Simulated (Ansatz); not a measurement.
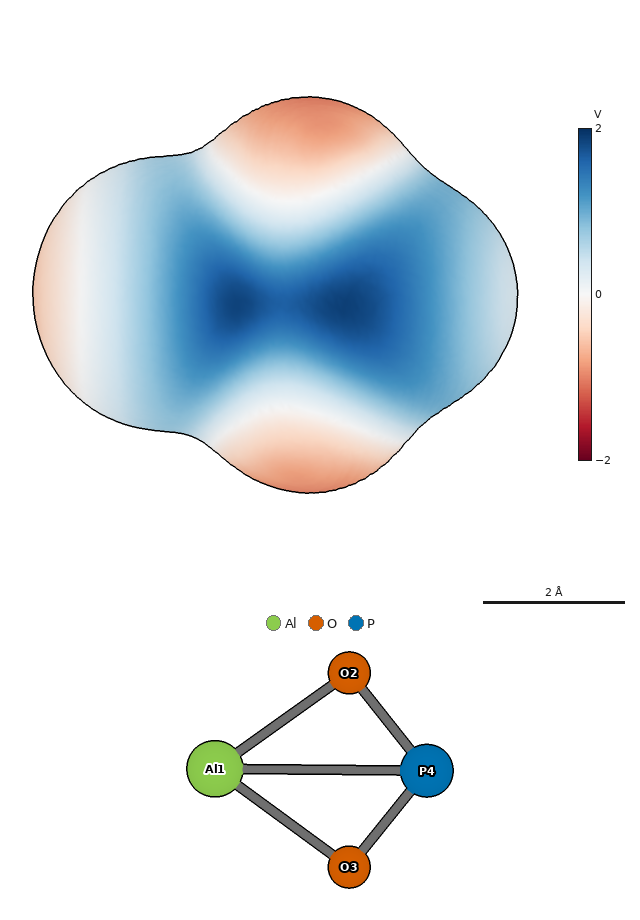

Figure 1: AlO$_{2}$P (SMILES [O]1[Al]2[O][P]12). The molecular electrostatic potential painted on the density surface at 0.002 e/bohr³, seen across its widest extent; red is negative and blue positive. The bare structure is drawn below in the same view.

Geometry: PBE0-D4/def2-TZVP.

All numbers below come from isolated molecule in a Gaussian basis; Kohn-Sham density functional theory, functional PBE0 in Ansatz.

Which sites attract a positive test charge, and which a negative one?

A positive charge is drawn to the negative regions and a negative charge to the positive ones. The most negative region (about −1.0 V) lies over O2 and O3, the most positive (about +1.8 V) over Al1 and P4.

How polar is the molecule by this calculation?

Its dipole moment is 1.35 D.
